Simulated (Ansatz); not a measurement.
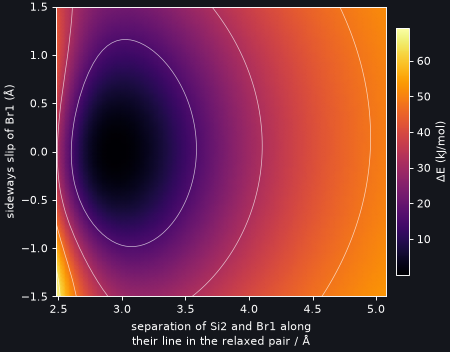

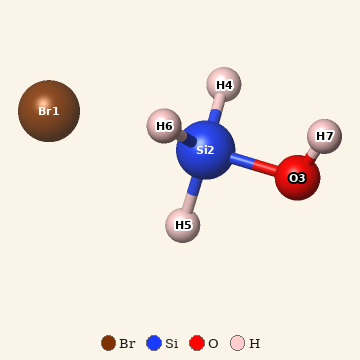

Energy landscape of the pair Br···H₄OSi, charge −1. 
- First axis: separation of Si2 and Br1 along their line in the relaxed pair. Second axis: sideways slip of Br1.
- Nothing is relaxed (both partners rigid).
- The scan uses an 11 × 11 grid.
- Points are written as (first, second).
- Energies: kJ/mol, counted from the lowest grid point.
- All numbers below come from RKS PBE0-D4/def2-SVPD (Ansatz 0.2.0).

The picture shows a smooth colour map with a few white contour lines. Between grid points the surface is interpolated. The second picture is the structure at the lowest point.

Question: Summarise what can be read from the map.

Answer: The lowest grid point is at (2.963 Å, 0.0 Å). It is the only kind of minimum in the scanned range. The highest grid point, (2.481 Å, −1.5 Å), lies 69.1 kJ/mol above the lowest. Round the minimum the two coordinates are nearly uncoupled.

The input of one point:

```yaml
crystal:
  periodic: [false, false, false]
  atoms:
    - { symbol: Br, position_ang: [0.950165, 0.695433, -2.732552] }
    - { symbol: Si, position_ang: [0.040184, -0.094759, -0.025727] }
    - { symbol: O, position_ang: [-0.465497, -0.640556, 1.555192] }
    - { symbol: H, position_ang: [0.977405, 1.022126, 0.287151] }
    - { symbol: H, position_ang: [0.635165, -1.365447, -0.505508] }
    - { symbol: H, position_ang: [-1.238729, 0.340973, -0.656771] }
    - { symbol: H, position_ang: [-0.895964, 0.044701, 2.070098] }
total_charge: -1
basis:
  gaussian: { orbitals: def2-SVPD }
hamiltonian:
  xc: pbe0
  dispersion: d4
output:
  forces: true
```

Time for the 121 points that were run: 6.5 min on 1 thread of Intel(R) Xeon(R) 6975P-C (Granite Rapids), with other jobs on the host.
